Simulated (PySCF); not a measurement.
**Run report: B6H9Cl, saddle-point search (part 2 of 2)**

B6H9Cl (nido-B6H10 (Cl for H, site c on B)); PBE0-D3(BJ)/def2-SVP saddle search from the GFN2-xTB point and Hessian, gas phase (PySCF 2.14.0). The run did not end well.

Geometry of the input (Å):
```
B  -1.1049  -1.1945  0.2622
B  -1.0305  0.1606  1.1807
B  0.9292  0.6082  -1.0494
B  0.0877  1.3764  0.5407
B  0.6120  -0.3161  0.5261
B  0.2742  -1.2577  -0.7733
H  -1.4668  -2.2426  0.6648
H  -1.3332  0.2964  2.3085
H  2.0694  0.8666  -1.1907
H  0.5535  2.2086  1.2290
H  1.4754  -0.6725  1.2408
Cl 0.8646  -2.4473  -1.8323
H  -1.4058  -0.9614  -0.9034
H  -1.1959  1.3583  0.5481
H  0.3125  1.7352  -0.6637
H  0.3586  0.4817  -2.0881
```

Trajectory as extended XYZ, continued:
```
16
Properties=species:S:1:pos:R:3:forces:R:3 step=14 energy=-16711.54856
B    -0.9321   -1.2619    0.1994    0.4850   0.3960  -0.5810
B    -1.0255    0.1477    1.1333    0.2010   0.0250  -0.2260
B     0.9752    0.5357   -0.8713   -0.0960   0.0950   0.3020
B     0.1633    1.3215    0.5469   -0.1100   0.3060  -0.0330
B     0.5892   -0.3628    0.6167   -0.3240  -0.1020  -0.1950
B     0.2731   -1.0592   -0.9909   -0.0490  -0.6900   0.1650
H    -1.3026   -2.3210    0.6036   -0.1340  -0.1040   0.0060
H    -1.5663    0.3441    2.1827   -0.0540  -0.0150   0.0590
H     2.0235    0.8406   -1.3507    0.0990   0.0800  -0.0210
H     0.5978    2.2820    1.1295   -0.0820  -0.1060  -0.0580
H     1.4083   -0.8404    1.3445    0.0740   0.0250   0.0490
Cl    1.1661   -2.2505   -1.9707   -0.2650   0.1760   0.1640
H    -1.6259   -0.4788   -0.5244    0.1860  -0.0760   0.4280
H    -1.1482    1.3736    0.4727    0.0570  -0.0200   0.0450
H     0.2660    1.6633   -0.7622    0.0180  -0.1050   0.0470
H     0.1379    0.0659   -1.7592   -0.0060   0.1150  -0.1510
16
Properties=species:S:1:pos:R:3:forces:R:3 step=15 energy=-16711.56767
B    -0.9187   -1.2335    0.1674   -0.1740  -0.0450  -0.2160
B    -1.0007    0.1504    1.1495   -0.0880  -0.0520  -0.0460
B     0.9542    0.5284   -0.8707    0.2230   0.1390  -0.0280
B     0.1585    1.3299    0.5436    0.0130   0.0280  -0.0060
B     0.5840   -0.3661    0.6158    0.0240   0.0250  -0.0230
B     0.3034   -1.0999   -0.9719   -0.1610   0.0780  -0.0470
H    -1.3673   -2.2812    0.5431    0.0050   0.0410   0.0370
H    -1.5600    0.2940    2.2079    0.0650  -0.0280  -0.1320
H     1.9897    0.9017   -1.3534   -0.0590  -0.0330   0.1120
H     0.6367    2.2870    1.0826   -0.0470   0.0150   0.0330
H     1.4101   -0.8402    1.3400    0.0560   0.0420   0.0530
Cl    1.1944   -2.2872   -1.9122   -0.0140  -0.1370  -0.0770
H    -1.5777   -0.4259   -0.5516    0.0800  -0.1140   0.4130
H    -1.1457    1.3991    0.5570    0.0070  -0.0050  -0.0350
H     0.1824    1.6090   -0.7682   -0.0150   0.0510  -0.0770
H     0.1567    0.0345   -1.7785    0.0840  -0.0040   0.0400
16
Properties=species:S:1:pos:R:3:forces:R:3 step=16 energy=-16711.58044
B    -0.9214   -1.2333    0.1728   -0.0850  -0.1270  -0.2530
B    -0.9936    0.1465    1.1500   -0.2050   0.0450   0.0720
B     0.9668    0.5334   -0.8634    0.0370   0.0190   0.0560
B     0.1513    1.3352    0.5393    0.0480  -0.1030  -0.0420
B     0.5827   -0.3681    0.6157    0.1190   0.1100  -0.0760
B     0.2914   -1.0941   -0.9776   -0.0180  -0.0430  -0.0150
H    -1.3658   -2.2840    0.5454    0.0140   0.0410   0.0320
H    -1.5489    0.2915    2.2105    0.0670  -0.0120  -0.1380
H     2.0066    0.9023   -1.3300    0.0080  -0.0050   0.0490
H     0.6187    2.2927    1.0821   -0.0120   0.0520   0.0470
H     1.4176   -0.8255    1.3408    0.0250   0.0080   0.0550
Cl    1.1606   -2.2949   -1.9322   -0.0520  -0.0480  -0.0040
H    -1.5829   -0.4334   -0.5430    0.0710  -0.0450   0.3410
H    -1.1489    1.3894    0.5448   -0.0450   0.0130  -0.0310
H     0.1812    1.6102   -0.7778    0.0200   0.0160  -0.0250
H     0.1846    0.0320   -1.7774    0.0070   0.0780  -0.0680
16
Properties=species:S:1:pos:R:3:forces:R:3 step=17 energy=-16711.57887
B    -0.9259   -1.2268    0.1786    0.0300  -0.2190  -0.0330
B    -1.0029    0.1530    1.1558    0.0780  -0.0950  -0.0890
B     0.9722    0.5343   -0.8597    0.1770   0.1100  -0.0130
B     0.1475    1.3308    0.5400   -0.0220   0.0950   0.0090
B     0.5854   -0.3647    0.6119   -0.0110   0.0260   0.0400
B     0.2891   -1.0900   -0.9775   -0.1040  -0.0320  -0.0620
H    -1.3527   -2.2840    0.5535    0.0190   0.0260   0.0050
H    -1.5263    0.2971    2.2249   -0.0280   0.0260  -0.0040
H     2.0239    0.9068   -1.3045   -0.0630  -0.0300   0.0630
H     0.6018    2.2997    1.0834   -0.0360  -0.0370  -0.0040
H     1.4194   -0.8161    1.3455   -0.0130   0.0030   0.0060
Cl    1.1096   -2.3104   -1.9494   -0.0340   0.0100   0.0230
H    -1.5800   -0.4688   -0.5628    0.0160   0.1070   0.1010
H    -1.1626    1.3784    0.5342    0.0360   0.0230  -0.0330
H     0.1874    1.6056   -0.7796   -0.0080   0.0640  -0.0090
H     0.2142    0.0552   -1.7944   -0.0360  -0.0790   0.0010
16
Properties=species:S:1:pos:R:3:forces:R:3 step=18 energy=-16711.57677
B    -0.9132   -1.2408    0.1897   -0.2420   0.1530  -0.0540
B    -0.9908    0.1424    1.1598   -0.1490   0.1100   0.0040
B     0.9827    0.5416   -0.8497    0.0040   0.0250  -0.0080
B     0.1329    1.3404    0.5350   -0.0170  -0.1380  -0.0060
B     0.5864   -0.3590    0.6119    0.1710  -0.0290   0.0210
B     0.2672   -1.0842   -0.9821    0.1130  -0.0310  -0.0770
H    -1.3331   -2.3030    0.5501   -0.0020  -0.0150   0.0070
H    -1.5077    0.3133    2.2325    0.0060  -0.0220  -0.0850
H     2.0414    0.9082   -1.2759   -0.0300  -0.0300  -0.0040
H     0.5697    2.3026    1.0930    0.0370   0.0680   0.0330
H     1.4209   -0.8037    1.3512   -0.0170   0.0230  -0.0230
Cl    1.0357   -2.3310   -1.9654    0.0180   0.0690   0.0050
H    -1.5518   -0.4720   -0.5790    0.1170  -0.1190   0.2070
H    -1.1716    1.3661    0.5059    0.0020  -0.0490   0.0150
H     0.1975    1.6225   -0.7824    0.0320  -0.0180  -0.0070
H     0.2338    0.0566   -1.7946   -0.0420   0.0030  -0.0290
16
Properties=species:S:1:pos:R:3:forces:R:3 step=19 energy=-16711.57291
B    -0.9148   -1.2439    0.2150    0.2330  -0.2790   0.1970
B    -1.0038    0.1518    1.1487    0.0110  -0.0730   0.1120
B     0.9842    0.5429   -0.8464   -0.0100  -0.0840  -0.0170
B     0.1304    1.3336    0.5405    0.0780   0.0750   0.0190
B     0.5969   -0.3632    0.6192   -0.0590   0.0700  -0.0500
B     0.2655   -1.0823   -0.9769   -0.1690   0.1330   0.0670
H    -1.3197   -2.3193    0.5642    0.0050   0.0770  -0.0160
H    -1.5166    0.3428    2.2172   -0.0180  -0.0040  -0.0210
H     2.0524    0.8802   -1.2678   -0.0010   0.0090  -0.0460
H     0.5392    2.3067    1.1156   -0.0170  -0.0660  -0.0600
H     1.4395   -0.7841    1.3608   -0.0100  -0.0230  -0.0080
Cl    0.9767   -2.3111   -2.0130    0.0930  -0.0400  -0.0160
H    -1.5068   -0.5098   -0.5743   -0.1710   0.1760  -0.2920
H    -1.1785    1.3384    0.4616    0.0230   0.0460   0.0030
H     0.2405    1.6410   -0.7743   -0.0270   0.0050   0.0290
H     0.2147    0.0762   -1.7900    0.0400  -0.0200   0.0990
16
Properties=species:S:1:pos:R:3:forces:R:3 step=20 energy=-16711.55856
B    -0.8805   -1.2744    0.2277   -0.5370   0.1880   0.1480
B    -1.0104    0.1495    1.1333    0.0610   0.0210  -0.0710
B     0.9789    0.5281   -0.8385    0.2220   0.2250  -0.2260
B     0.1373    1.3392    0.5468   -0.0520  -0.0610  -0.0250
B     0.5951   -0.3549    0.6137    0.1340  -0.1310   0.2660
B     0.2307   -1.0816   -0.9799    0.3950   0.0430  -0.2910
H    -1.3041   -2.3298    0.6021    0.0170  -0.0100  -0.0110
H    -1.5517    0.3657    2.1827   -0.0090  -0.0670  -0.0110
H     2.0473    0.8312   -1.3079   -0.1770  -0.0440   0.0840
H     0.5290    2.2985    1.1498    0.0180  -0.0020  -0.0340
H     1.4416   -0.7853    1.3489   -0.0410   0.0170  -0.0240
Cl    1.0057   -2.2781   -2.0284   -0.0690   0.0940   0.0740
H    -1.5044   -0.5242   -0.5718    0.0410  -0.0960   0.1140
H    -1.1709    1.3428    0.4239    0.0390  -0.0440   0.0570
H     0.2983    1.6717   -0.7486   -0.0370  -0.0340  -0.0310
H     0.1584    0.1016   -1.7539   -0.0060  -0.0980  -0.0200
16
Properties=species:S:1:pos:R:3:forces:R:3 step=21 energy=-16711.55077
B    -0.9220   -1.2626    0.2202    0.4370  -0.0970   0.0300
B    -1.0067    0.1507    1.1266   -0.2230   0.1950   0.2150
B     0.9676    0.5514   -0.8569   -0.0750  -0.2070   0.0740
B     0.1509    1.3368    0.5452   -0.0690  -0.1140   0.0870
B     0.5835   -0.3659    0.6264    0.0740   0.0830  -0.3590
B     0.2654   -1.0715   -0.9779   -0.2790   0.0050   0.2480
H    -1.2988   -2.3287    0.6188   -0.0380   0.0210  -0.0570
H    -1.5522    0.3681    2.1752    0.0380  -0.0330  -0.0180
H     2.0245    0.8305   -1.3366    0.0690   0.0660  -0.0300
H     0.5671    2.2756    1.1570    0.0130   0.1020  -0.0070
H     1.4227   -0.8144    1.3537    0.0220   0.0170   0.0150
Cl    1.0649   -2.2578   -1.9948    0.0290  -0.0890  -0.0940
H    -1.5317   -0.5656   -0.5974   -0.0970   0.1900  -0.1740
H    -1.1496    1.3622    0.4368   -0.0600  -0.0480   0.0430
H     0.3014    1.6944   -0.7504   -0.0230  -0.0920   0.0020
H     0.1128    0.0970   -1.7458    0.1820   0.0020   0.0240
16
Properties=species:S:1:pos:R:3:forces:R:3 step=22 energy=-16711.57645
B    -0.9202   -1.2369    0.1941   -0.2010  -0.0430   0.1400
B    -1.0056    0.1569    1.1520    0.1010  -0.0870  -0.0960
B     0.9690    0.5411   -0.8580    0.0570   0.0430   0.0000
B     0.1420    1.3366    0.5477    0.0330  -0.0070  -0.0710
B     0.5840   -0.3598    0.6061    0.0180  -0.0270   0.1640
B     0.2642   -1.0865   -0.9753    0.1550  -0.0100  -0.2110
H    -1.3274   -2.3001    0.5729    0.0070   0.0230  -0.0170
H    -1.5154    0.3288    2.2213   -0.0530  -0.0040   0.0500
H     2.0233    0.8904   -1.3089   -0.0180  -0.0270   0.0250
H     0.5933    2.2919    1.1131   -0.0290   0.0200  -0.0070
H     1.4111   -0.8180    1.3454   -0.0030   0.0340  -0.0330
Cl    1.0872   -2.3029   -1.9564   -0.0940   0.0610   0.0430
H    -1.5529   -0.5161   -0.6067    0.0690   0.0320   0.0480
H    -1.1651    1.3751    0.5055   -0.0190  -0.0100  -0.0140
H     0.2216    1.6370   -0.7687   -0.0260   0.0150  -0.0090
H     0.1910    0.0626   -1.7839    0.0030  -0.0110  -0.0110
16
Properties=species:S:1:pos:R:3:forces:R:3 step=23 energy=-16711.57649
B    -0.9192   -1.2448    0.2106    0.1430   0.1010  -0.0740
B    -0.9955    0.1408    1.1610   -0.1190   0.1570   0.1150
B     0.9827    0.5453   -0.8442    0.0230  -0.0640  -0.0530
B     0.1345    1.3343    0.5333   -0.0950   0.0010   0.1450
B     0.5931   -0.3618    0.6231    0.0610   0.0060  -0.1770
B     0.2655   -1.0790   -0.9791   -0.1390   0.0410   0.1720
H    -1.3382   -2.3124    0.5504   -0.0090  -0.0380   0.0140
H    -1.5144    0.3275    2.2312    0.0360  -0.0190  -0.0880
H     2.0470    0.8979   -1.2673   -0.0330  -0.0110  -0.0180
H     0.5536    2.3102    1.0903    0.0130  -0.0260  -0.0030
H     1.4396   -0.7892    1.3549    0.0080  -0.0200   0.0140
Cl    0.9937   -2.3219   -1.9864    0.0870  -0.0320  -0.0590
H    -1.5059   -0.4884   -0.5888   -0.0270  -0.0400  -0.0520
H    -1.1739    1.3463    0.4879    0.0220  -0.0090   0.0100
H     0.2066    1.6283   -0.7833    0.0360  -0.0370   0.0090
H     0.2308    0.0670   -1.7935   -0.0060  -0.0100   0.0440
16
Properties=species:S:1:pos:R:3:forces:R:3 step=24 energy=-16711.58226
B    -0.9116   -1.2450    0.2113   -0.0010  -0.0050   0.0410
B    -1.0039    0.1516    1.1515    0.0420  -0.0630   0.0030
B     0.9822    0.5391   -0.8513   -0.0890  -0.0070   0.0780
B     0.1349    1.3345    0.5452    0.0770  -0.0050  -0.0600
B     0.5960   -0.3605    0.6163   -0.0460   0.0090   0.0230
B     0.2601   -1.0801   -0.9778    0.0120   0.0120   0.0050
H    -1.3270   -2.3102    0.5689   -0.0050  -0.0010  -0.0030
H    -1.5307    0.3329    2.2141   -0.0040  -0.0010   0.0010
H     2.0411    0.8781   -1.2906    0.0310   0.0150  -0.0300
H     0.5569    2.3043    1.1086    0.0020   0.0020  -0.0020
H     1.4361   -0.7966    1.3519   -0.0040  -0.0030  -0.0010
Cl    1.0220   -2.3021   -1.9922    0.0190  -0.0220  -0.0050
H    -1.5169   -0.5000   -0.5841   -0.0270   0.0100  -0.0370
H    -1.1717    1.3533    0.4804   -0.0070   0.0120  -0.0050
H     0.2307    1.6334   -0.7706   -0.0100   0.0190  -0.0110
H     0.2017    0.0670   -1.7815    0.0100   0.0280   0.0050
```

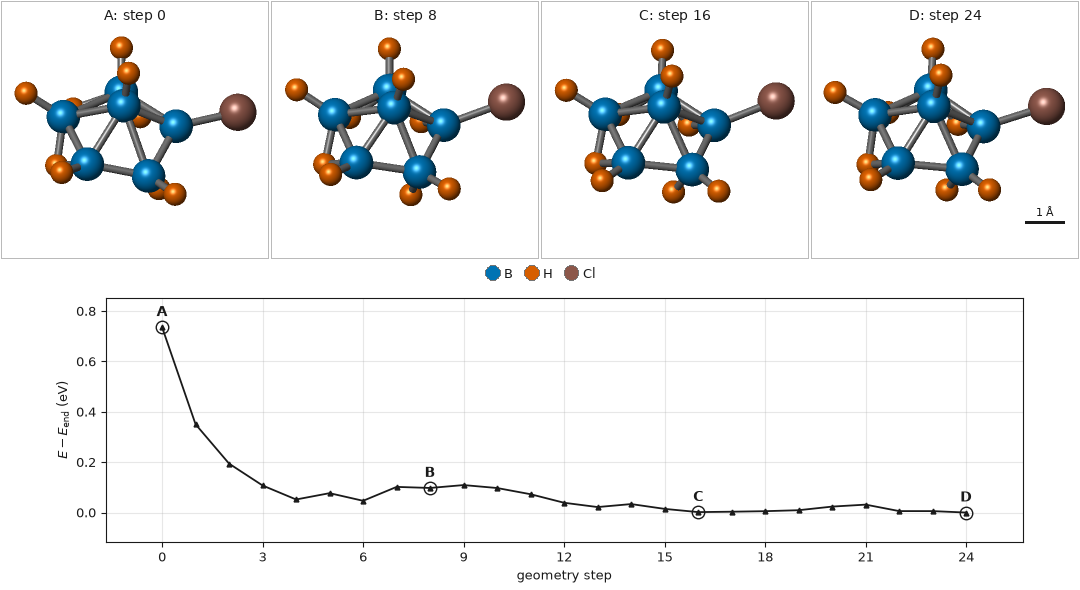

**Figure 1.** Frames of the saddle-point search (ball-and-stick view, seen at a tilt) above the curves, on which the letters mark them (steps are counted from 0).

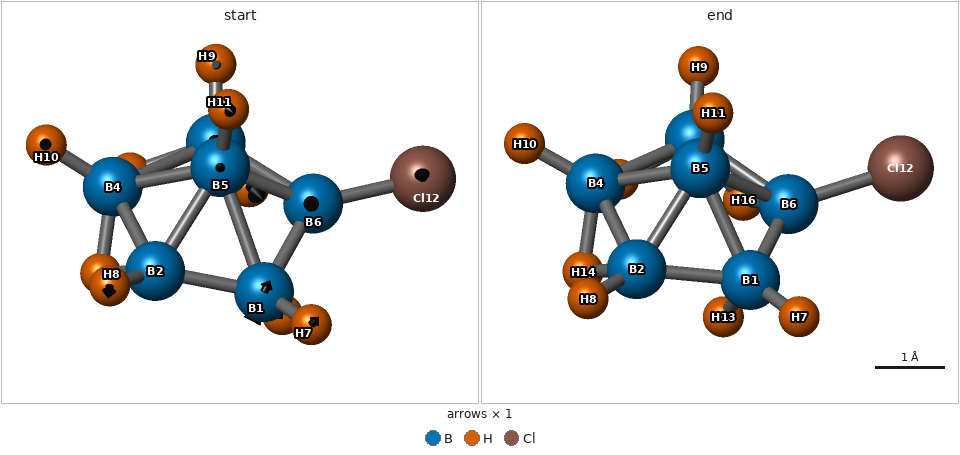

**Figure 2.** Before (left) and after (right) the saddle-point search, at one scale (ball-and-stick view, seen at a tilt). The black arrows give the displacements, at true length. The relaxation stopped without meeting its thresholds, so the last structure isn't shown to be converged. After 24 geometry steps the energy has fallen by 0.736 eV. Largest force component: 1.7 eV/Å at the start, 0.089 eV/Å at the end. H13 moves most after the best rigid fit: 0.58 Å. By element the largest moves are H 0.58 Å, B 0.27 Å, Cl 0.26 Å. Distances before and after: B6–H16 2.182 → 1.402 Å, B3–B6 1.997 → 1.777 Å, B1–B5 1.947 → 1.794 Å, B5–B6 1.640 → 1.781 Å. Among the angles that change: B2–B1–H13 112.8° → 80.5°, B6–B3–H16 82.2° → 51.4°, B5–B3–H16 127.3° → 106.1°. (Atoms are counted from 1 in the order of the input.)

What the run reported:

```json
{"quantity": "outcome", "value": "not converged"}
{"quantity": "total energy", "value": "−614.139326 hartree"}
{"quantity": "hardware", "value": "1 CPU thread, shared host"}
{"quantity": "wall time", "value": "7.6 min"}
{"quantity": "peak memory", "value": "0.58 GiB"}
```

What went wrong:

The run did not converge. At least one of its steps failed, so the values that rest on that step are not results.
